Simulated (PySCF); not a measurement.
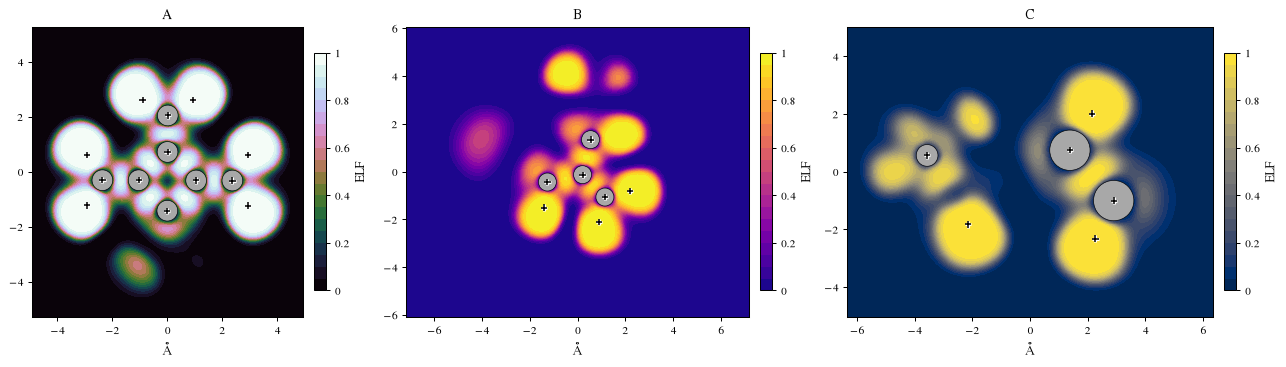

The electron localisation function of 3 systems, each on a plane through atoms (crosses mark nuclei in the plane; grey discs cover the cores).

Computed with PBE0/pcSseg-1, SCF density, gas phase, non-relativistic (PySCF).

System 1: C8H9F (SMILES C=C1C(=C)C(CF)C1=C), the plane of atoms C4, C3 and C5. Geometry: GFN2-xTB.

```yaml
atoms:
  - { symbol: C, position_ang: [1.9648, -0.4262, 1.5225] }
  - { symbol: C, position_ang: [0.8708, -0.1329, 0.8285] }
  - { symbol: C, position_ang: [0.4633, 0.9807, -0.0417] }
  - { symbol: C, position_ang: [1.0343, 2.0829, -0.4929] }
  - { symbol: C, position_ang: [-0.9038, 0.3487, -0.2637] }
  - { symbol: C, position_ang: [-1.2309, -0.0545, -1.6936] }
  - { symbol: F, position_ang: [-1.6159, 1.0386, -2.4321] }
  - { symbol: C, position_ang: [-0.4302, -0.7890, 0.6273] }
  - { symbol: C, position_ang: [-0.9808, -1.9199, 1.0312] }
  - { symbol: H, position_ang: [2.0341, -1.3251, 2.1110] }
  - { symbol: H, position_ang: [2.8219, 0.2251, 1.5218] }
  - { symbol: H, position_ang: [0.5122, 2.7551, -1.1530] }
  - { symbol: H, position_ang: [2.0421, 2.3479, -0.2206] }
  - { symbol: H, position_ang: [-1.7364, 0.9283, 0.1444] }
  - { symbol: H, position_ang: [-0.3573, -0.4847, -2.1947] }
  - { symbol: H, position_ang: [-2.0663, -0.7627, -1.7199] }
  - { symbol: H, position_ang: [-1.9795, -2.2015, 0.7423] }
  - { symbol: H, position_ang: [-0.4509, -2.6044, 1.6715] }
```

System 2: C8H13B (SMILES C#CBCC(=C)CCC), the plane of atoms C6, C5 and C7. Geometry: GFN2-xTB.

```yaml
atoms:
  - { symbol: C, position_ang: [2.4267, 1.1043, -2.6012] }
  - { symbol: C, position_ang: [2.1601, 0.9048, -1.4420] }
  - { symbol: B, position_ang: [1.7985, 0.6530, -0.0040] }
  - { symbol: C, position_ang: [1.5283, -0.8272, 0.5033] }
  - { symbol: C, position_ang: [0.2369, -0.9422, 1.2665] }
  - { symbol: C, position_ang: [0.1825, -1.0825, 2.5816] }
  - { symbol: C, position_ang: [-1.0011, -0.8351, 0.4204] }
  - { symbol: C, position_ang: [-1.2298, 0.6087, -0.0311] }
  - { symbol: C, position_ang: [-2.3511, 0.7233, -1.0547] }
  - { symbol: H, position_ang: [2.6652, 1.2833, -3.6102] }
  - { symbol: H, position_ang: [1.8049, 1.5421, 0.7610] }
  - { symbol: H, position_ang: [1.5216, -1.5489, -0.3170] }
  - { symbol: H, position_ang: [2.3500, -1.1005, 1.1707] }
  - { symbol: H, position_ang: [-0.7553, -1.1503, 3.1077] }
  - { symbol: H, position_ang: [1.0702, -1.1357, 3.1895] }
  - { symbol: H, position_ang: [-0.8955, -1.4681, -0.4650] }
  - { symbol: H, position_ang: [-1.8706, -1.1814, 0.9826] }
  - { symbol: H, position_ang: [-0.3010, 0.9903, -0.4714] }
  - { symbol: H, position_ang: [-1.4557, 1.2256, 0.8416] }
  - { symbol: H, position_ang: [-3.2911, 0.3687, -0.6366] }
  - { symbol: H, position_ang: [-2.1225, 0.1291, -1.9371] }
  - { symbol: H, position_ang: [-2.4817, 1.7582, -1.3629] }
```

System 3: C2H15NOSi4, the plane of atoms Si8, Si7 and H20. Geometry: GFN2-xTB.

```xyz
23

C     2.4522   -0.4432    0.8223
C     2.8050    0.3666   -0.4219
Si    1.4115    1.5354   -0.9795
O     0.0325    0.7370   -1.2465
Si   -1.0052   -0.5078   -1.0683
N    -0.0811   -1.9327   -1.3767
Si   -1.8237   -0.5698    1.0836
Si   -3.5404    0.9198    1.5186
H     1.5775   -1.0623    0.6337
H     3.2769   -1.0946    1.1110
H     2.2300    0.2155    1.6597
H     3.7092    0.9468   -0.2278
H     3.0551   -0.3248   -1.2299
H     1.1077    2.5191    0.0630
H     1.7387    2.1529   -2.2664
H    -1.9824   -0.1858   -2.1244
H    -0.5211   -2.8344   -1.3026
H     0.5764   -1.9289   -2.1419
H    -0.7768   -0.4023    2.1116
H    -2.3162   -1.9375    1.3602
H    -4.7420    0.6176    0.7318
H    -3.9919    0.9295    2.9139
H    -3.1966    2.3109    1.2054
```

Question: Which map belongs to which system?

Answer: Panel A is system 1, C8H9F: the plane holds C and H. C–C (1.32 Å): the ELF peaks at about 0.95 between the atoms (a multiple bond). Panel B is system 2, C8H13B: the plane holds C and H. C–H (1.08 Å): the ELF climbs to about 1 towards the hydrogen, as it does in any bond to H: an ordinary covalent bond to hydrogen. Panel C is system 3, C2H15NOSi4: the plane holds C, Si and H.
